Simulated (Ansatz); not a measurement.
# SiCF (quartet): wB97M-V, B2PLYP, RPA-PBE over vertical spin and charge gaps and displaced geometries, cc-pVDZ, part 2 of 2

Ansatz 0.2.0, Gaussian basis; cc-pVDZ, all electrons in the functionals, frozen cores in the correlation of double hybrids and RPA. The steps go on from the part before.

## 14. B2PLYP, displaced geometry v1

File in.yaml:

```yaml
crystal:
  periodic: [false, false, false]
  atoms:
    - {symbol: F, position_ang: [-0.022230, -0.247215, 1.576086]}
    - {symbol: C, position_ang: [-0.023063, 0.524658, 0.532506]}
    - {symbol: Si, position_ang: [0.024901, -0.057141, -1.293866]}
basis:
  gaussian: {orbitals: cc-pVDZ}
magnetization: {spin_polarized: true, initial_magnetization: 3}
hamiltonian: {xc: {name: B2PLYP}}
correlation: {electrons: outside_noble_gas}
```

The run is started by

```
$ ansatz run in.yaml --threads 1 --pin off --events-out ev --progress --plain --max-ram 2393MiB
```

What it wrote, shortened:

```text
Functional definition: B2PLYP
  name "B2PLYP"
  cite "Grimme, J. Chem. Phys. 124, 034108 (2006) doi:10.1063/1.2148954"
  cite "Becke, Phys. Rev. A 38, 3098 (1988) doi:10.1103/PhysRevA.38.3098"
  cite "Lee, Yang & Parr, Phys. Rev. B 37, 785 (1988) doi:10.1103/PhysRevB.37.785"
[...]
446 factors; integrals over basis functions are off by at most 1.0e-3 eV
[...]
mean field -11616.33745742 eV, -426.8925277240 hartree, gradient 3.9e-6 eV, S^2 3.760905; 2 other end points of the search recorded, 0 dependent functions left out
7 core orbitals not correlated: weight in the atoms' cores, before any rotation towards them, 1.000 or more for the frozen orbitals, at most 0.000 for the correlated occupied ones
reference -11616.33755639 eV, -426.8925313610 hartree; 9, 6 occupied and 30, 33 virtual orbitals, 446 factors
second order -11.36456664 eV of doubles, -0.00000000 eV of singles
Total energy: -11619.40598938 eV, -427.0052941936 hartree
```

Run time: 2.1 s. Hardware: 1 thread of Arm Neoverse V1, shared host.

From the report: ⟨S²⟩ of the determinant 3.761 (pure quartet: 3.75).

From charge 0, quartet: +0.1 kcal/mol.

## 15. B2PLYP, displaced geometry v2

File in.yaml:

```yaml
crystal:
  periodic: [false, false, false]
  atoms:
    - {symbol: F, position_ang: [0.075454, -0.220252, 1.544287]}
    - {symbol: C, position_ang: [-0.089420, 0.576138, 0.523454]}
    - {symbol: Si, position_ang: [-0.012800, -0.097395, -1.268485]}
basis:
  gaussian: {orbitals: cc-pVDZ}
magnetization: {spin_polarized: true, initial_magnetization: 3}
hamiltonian: {xc: {name: B2PLYP}}
correlation: {electrons: outside_noble_gas}
```

Same command.

What it wrote, shortened:

```text
Functional definition: B2PLYP
  name "B2PLYP"
  cite "Grimme, J. Chem. Phys. 124, 034108 (2006) doi:10.1063/1.2148954"
  cite "Becke, Phys. Rev. A 38, 3098 (1988) doi:10.1103/PhysRevA.38.3098"
  cite "Lee, Yang & Parr, Phys. Rev. B 37, 785 (1988) doi:10.1103/PhysRevB.37.785"
[...]
446 factors; integrals over basis functions are off by at most 1.1e-3 eV
[...]
mean field -11616.33917143 eV, -426.8925907124 hartree, gradient 4.1e-6 eV, S^2 3.760361; 2 other end points of the search recorded, 0 dependent functions left out
7 core orbitals not correlated: weight in the atoms' cores, before any rotation towards them, 1.000 or more for the frozen orbitals, at most 0.000 for the correlated occupied ones
reference -11616.33927154 eV, -426.8925943915 hartree; 9, 6 occupied and 30, 33 virtual orbitals, 446 factors
second order -11.40366870 eV of doubles, -0.00000000 eV of singles
Total energy: -11619.41826209 eV, -427.0057452072 hartree
```

Wall time 2.2 s (1 thread of Arm Neoverse V1, shared host).

From the report: ⟨S²⟩ of the determinant 3.760 (pure quartet: 3.75).

From charge 0, quartet: -0.2 kcal/mol.

## 16. RPA-PBE, charge 0, quartet

File in.yaml:

```yaml
crystal:
  periodic: [false, false, false]
  atoms:
    - {symbol: F, position_ang: [0.000000, -0.229980, 1.548266]}
    - {symbol: C, position_ang: [0.000000, 0.558036, 0.515839]}
    - {symbol: Si, position_ang: [0.000000, -0.083073, -1.267920]}
basis:
  gaussian: {orbitals: cc-pVDZ}
magnetization: {spin_polarized: true, initial_magnetization: 3}
hamiltonian: {xc: {name: PBE}}
correlation: {method: rpa, electrons: outside_noble_gas}
```

Same command.

What it wrote, shortened:

```text
Functional definition: PBE
  name "PBE"
  cite "Perdew, Burke & Ernzerhof, Phys. Rev. Lett. 77, 3865 (1996) doi:10.1103/PhysRevLett.77.3865"
  parent pbe
[...]
446 factors; integrals over basis functions are off by at most 1.0e-3 eV
[...]
mean field -11618.15323324 eV, -426.9592562543 hartree, gradient 2.8e-6 eV, S^2 3.755304; 3 other end points of the search recorded, 0 dependent functions left out
7 core orbitals not correlated: weight in the atoms' cores, before any rotation towards them, 1.000 or more for the frozen orbitals, at most 0.000 for the correlated occupied ones
reference -11593.25451884 eV, -426.0442453771 hartree; 9, 6 occupied and 30, 33 virtual orbitals, 446 factors
Total energy: -11608.74659112 eV, -426.6135685327 hartree
```

Wall time 3.1 s (1 thread of Arm Neoverse V1, shared host).

From the report: ⟨S²⟩ of the determinant 3.755 (pure quartet: 3.75).

## 17. RPA-PBE, charge 0, doublet

in.yaml, as its differences from that of step 16:

```diff
@@ -8,3 +8,3 @@
   gaussian: {orbitals: cc-pVDZ}
-magnetization: {spin_polarized: true, initial_magnetization: 3}
+magnetization: {spin_polarized: true, initial_magnetization: 1}
 hamiltonian: {xc: {name: PBE}}
```

The command is unchanged.

What it wrote, shortened:

```text
Functional definition: PBE
  name "PBE"
  cite "Perdew, Burke & Ernzerhof, Phys. Rev. Lett. 77, 3865 (1996) doi:10.1103/PhysRevLett.77.3865"
  parent pbe
[...]
446 factors; integrals over basis functions are off by at most 1.0e-3 eV
[...]
mean field -11618.79098148 eV, -426.9826930701 hartree, gradient 3.6e-6 eV, S^2 0.774668; 13 other end points of the search recorded, 0 dependent functions left out
7 core orbitals not correlated: weight in the atoms' cores, before any rotation towards them, 1.000 or more for the frozen orbitals, at most 0.000 for the correlated occupied ones
reference -11592.68541922 eV, -426.0233313518 hartree; 8, 7 occupied and 31, 32 virtual orbitals, 446 factors
Total energy: -11609.46470712 eV, -426.6399588090 hartree
```

It took 11 s on 1 thread of Arm Neoverse V1, shared host.

From the report: ⟨S²⟩ of the determinant 0.775 (pure doublet: 0.75).

From charge 0, quartet: -16.6 kcal/mol.

## 18. RPA-PBE, charge 0, sextet

in.yaml, as its differences from that of step 17:

```diff
@@ -8,3 +8,3 @@
   gaussian: {orbitals: cc-pVDZ}
-magnetization: {spin_polarized: true, initial_magnetization: 1}
+magnetization: {spin_polarized: true, initial_magnetization: 5}
 hamiltonian: {xc: {name: PBE}}
```

The command is unchanged.

What it wrote, shortened:

```text
Functional definition: PBE
  name "PBE"
  cite "Perdew, Burke & Ernzerhof, Phys. Rev. Lett. 77, 3865 (1996) doi:10.1103/PhysRevLett.77.3865"
  parent pbe
[...]
446 factors; integrals over basis functions are off by at most 1.0e-3 eV
[...]
mean field -11614.31443624 eV, -426.8181830669 hartree, gradient 3.4e-6 eV, S^2 8.752907; 0 other end points of the search recorded, 0 dependent functions left out
7 core orbitals not correlated: weight in the atoms' cores, before any rotation towards them, 1.000 or more for the frozen orbitals, at most 0.000 for the correlated occupied ones
reference -11591.21376644 eV, -425.9692491098 hartree; 10, 5 occupied and 29, 34 virtual orbitals, 446 factors
Total energy: -11604.93537558 eV, -426.4735089448 hartree
```

It took 1.3 s on 1 thread of Arm Neoverse V1, shared host.

From the report: ⟨S²⟩ of the determinant 8.753 (pure sextet: 8.75).

From charge 0, quartet: +87.9 kcal/mol.

## 19. RPA-PBE, charge 1, triplet

in.yaml, as its differences from that of step 18:

```diff
@@ -8,3 +8,4 @@
   gaussian: {orbitals: cc-pVDZ}
-magnetization: {spin_polarized: true, initial_magnetization: 5}
+total_charge: 1
+magnetization: {spin_polarized: true, initial_magnetization: 2}
 hamiltonian: {xc: {name: PBE}}
```

Launched as before.

What it wrote, shortened:

```text
Functional definition: PBE
  name "PBE"
  cite "Perdew, Burke & Ernzerhof, Phys. Rev. Lett. 77, 3865 (1996) doi:10.1103/PhysRevLett.77.3865"
  parent pbe
[...]
445 factors; integrals over basis functions are off by at most 1.0e-3 eV
[...]
mean field -11610.64589004 eV, -426.6833664805 hartree, gradient 7.4e-6 eV, S^2 2.021180; 0 other end points of the search recorded, 0 dependent functions left out
7 core orbitals not correlated: weight in the atoms' cores, before any rotation towards them, 1.000 or more for the frozen orbitals, at most 0.000 for the correlated occupied ones
reference -11585.73210345 eV, -425.7678017107 hartree; 8, 6 occupied and 31, 33 virtual orbitals, 445 factors
Total energy: -11601.35302876 eV, -426.3418601274 hartree
```

It took 1.6 s on 1 thread of Arm Neoverse V1, shared host.

From the report: ⟨S²⟩ of the determinant 2.021 (pure triplet: 2.00).

From charge 0, quartet: +170.5 kcal/mol.

## 20. RPA-PBE, charge 1, quintet

in.yaml, as its differences from that of step 19:

```diff
@@ -9,3 +9,3 @@
 total_charge: 1
-magnetization: {spin_polarized: true, initial_magnetization: 2}
+magnetization: {spin_polarized: true, initial_magnetization: 4}
 hamiltonian: {xc: {name: PBE}}
```

The command is unchanged.

What it wrote, shortened:

```text
Functional definition: PBE
  name "PBE"
  cite "Perdew, Burke & Ernzerhof, Phys. Rev. Lett. 77, 3865 (1996) doi:10.1103/PhysRevLett.77.3865"
  parent pbe
[...]
446 factors; integrals over basis functions are off by at most 1.0e-3 eV
[...]
mean field -11607.33347017 eV, -426.5616372956 hartree, gradient 3.4e-6 eV, S^2 6.003356; 3 other end points of the search recorded, 0 dependent functions left out
7 core orbitals not correlated: weight in the atoms' cores, before any rotation towards them, 1.000 or more for the frozen orbitals, at most 0.000 for the correlated occupied ones
reference -11583.52346017 eV, -425.6866355672 hartree; 9, 5 occupied and 30, 34 virtual orbitals, 446 factors
Total energy: -11597.93199843 eV, -426.2161395818 hartree
```

It took 3.5 s on 1 thread of Arm Neoverse V1, shared host.

From the report: ⟨S²⟩ of the determinant 6.003 (pure quintet: 6.00).

From charge 0, quartet: +249.4 kcal/mol.

## 21. RPA-PBE, displaced geometry v1

File in.yaml:

```yaml
crystal:
  periodic: [false, false, false]
  atoms:
    - {symbol: F, position_ang: [-0.022230, -0.247215, 1.576086]}
    - {symbol: C, position_ang: [-0.023063, 0.524658, 0.532506]}
    - {symbol: Si, position_ang: [0.024901, -0.057141, -1.293866]}
basis:
  gaussian: {orbitals: cc-pVDZ}
magnetization: {spin_polarized: true, initial_magnetization: 3}
hamiltonian: {xc: {name: PBE}}
correlation: {method: rpa, electrons: outside_noble_gas}
```

Launched as before.

What it wrote, shortened:

```text
Functional definition: PBE
  name "PBE"
  cite "Perdew, Burke & Ernzerhof, Phys. Rev. Lett. 77, 3865 (1996) doi:10.1103/PhysRevLett.77.3865"
  parent pbe
[...]
446 factors; integrals over basis functions are off by at most 1.0e-3 eV
[...]
mean field -11618.15094744 eV, -426.9591722529 hartree, gradient 2.5e-6 eV, S^2 3.755509; 3 other end points of the search recorded, 0 dependent functions left out
7 core orbitals not correlated: weight in the atoms' cores, before any rotation towards them, 1.000 or more for the frozen orbitals, at most 0.000 for the correlated occupied ones
reference -11593.26167592 eV, -426.0445083952 hartree; 9, 6 occupied and 30, 33 virtual orbitals, 446 factors
Total energy: -11608.75342868 eV, -426.6138198084 hartree
```

It took 3 s on 1 thread of Arm Neoverse V1, shared host.

From the report: ⟨S²⟩ of the determinant 3.756 (pure quartet: 3.75).

From charge 0, quartet: -0.2 kcal/mol.

## 22. RPA-PBE, displaced geometry v2

File in.yaml:

```yaml
crystal:
  periodic: [false, false, false]
  atoms:
    - {symbol: F, position_ang: [0.075454, -0.220252, 1.544287]}
    - {symbol: C, position_ang: [-0.089420, 0.576138, 0.523454]}
    - {symbol: Si, position_ang: [-0.012800, -0.097395, -1.268485]}
basis:
  gaussian: {orbitals: cc-pVDZ}
magnetization: {spin_polarized: true, initial_magnetization: 3}
hamiltonian: {xc: {name: PBE}}
correlation: {method: rpa, electrons: outside_noble_gas}
```

Same command.

What it wrote, shortened:

```text
Functional definition: PBE
  name "PBE"
  cite "Perdew, Burke & Ernzerhof, Phys. Rev. Lett. 77, 3865 (1996) doi:10.1103/PhysRevLett.77.3865"
  parent pbe
[...]
446 factors; integrals over basis functions are off by at most 1.1e-3 eV
[...]
mean field -11618.17176302 eV, -426.9599372112 hartree, gradient 2.8e-6 eV, S^2 3.755122; 3 other end points of the search recorded, 0 dependent functions left out
7 core orbitals not correlated: weight in the atoms' cores, before any rotation towards them, 1.000 or more for the frozen orbitals, at most 0.000 for the correlated occupied ones
reference -11593.22926426 eV, -426.0433172884 hartree; 9, 6 occupied and 30, 33 virtual orbitals, 446 factors
Total energy: -11608.77121327 eV, -426.6144733800 hartree
```

It took 3.2 s on 1 thread of Arm Neoverse V1, shared host.

From the report: ⟨S²⟩ of the determinant 3.755 (pure quartet: 3.75).

From charge 0, quartet: -0.6 kcal/mol.

## 23. Against the wave-function levels

The yardstick is UCCSDT(Q), where the cluster series has nearly closed. It comes from earlier runs at the same points. Energies in kcal/mol, counted from charge 0, quartet; blanks weren't run or aren't comparable.

```
    level  quartet to doublet  quartet to sextet  ionisation to the triplet cation  ionisation to the quintet cation  displacement v1  displacement v2
UCCSDT(Q)               -16.5               80.3                             170.0                             244.3              0.0             -0.4
  wB97M-V               -13.5               93.7                             169.8                             255.1              0.2             -0.1
   B2PLYP               -11.0               86.8                             172.0                             249.6              0.1             -0.2
  RPA-PBE               -16.6               87.9                             170.5                             249.4             -0.2             -0.6
```

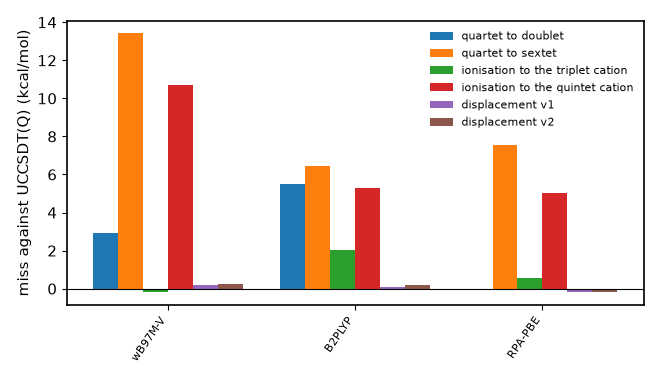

Misses of the gaps against UCCSDT(Q).

Largest miss and mean time a point (UCCSDT(Q) took 57 s a point; shared hosts):

```csv
level,largest miss (kcal/mol),where,time a point
wB97M-V,+13.4,quartet to sextet,9 s
B2PLYP,+6.5,quartet to sextet,2.9 s
RPA-PBE,+7.6,quartet to sextet,3.7 s
```

## 24. Summary of results

The summary covers parts 1 to 2.

| quantity | value |
| --- | --- |
| quartet to doublet, UCCSDT(Q) | -16.5 kcal/mol |
| quartet to sextet, UCCSDT(Q) | 80.3 kcal/mol |
| ionisation to the triplet cation, UCCSDT(Q) | 170.0 kcal/mol |
| ionisation to the quintet cation, UCCSDT(Q) | 244.3 kcal/mol |
| displacement v1, UCCSDT(Q) | 0.0 kcal/mol |
| displacement v2, UCCSDT(Q) | -0.4 kcal/mol |
| largest miss, wB97M-V | +13.4 kcal/mol (quartet to sextet) |
| largest miss, B2PLYP | +6.5 kcal/mol (quartet to sextet) |
| largest miss, RPA-PBE | +7.6 kcal/mol (quartet to sextet) |

What this shows: Of the functionals, B2PLYP keep the smallest largest miss at the points compared (at most 6.5 kcal/mol) and wB97M-V strays most (13.4 kcal/mol, at quartet to sextet). B2PLYP clearly breaks the spin symmetry at some points (⟨S²⟩ up to 0.43 above the pure value), so energy there is bought with a mixed spin. Functionals and the yardstick converge differently with the basis, so part of each miss in cc-pVDZ is the basis.
